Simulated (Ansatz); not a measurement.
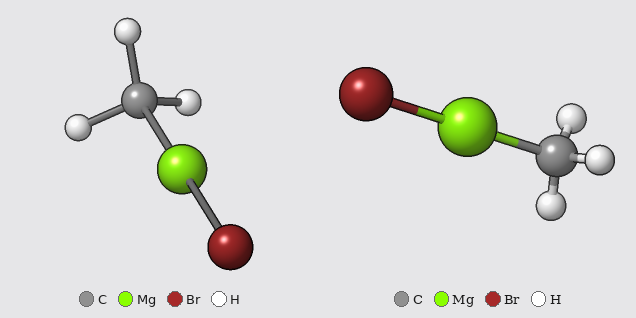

Figure made from data computed with Ansatz.

Two views of one molecule.

What does the picture show?

The molecule is CH3BrMg. SMILES: `[CH3][Mg][Br]`. Coordination: 1 C tetrahedral; 1 Mg linear.
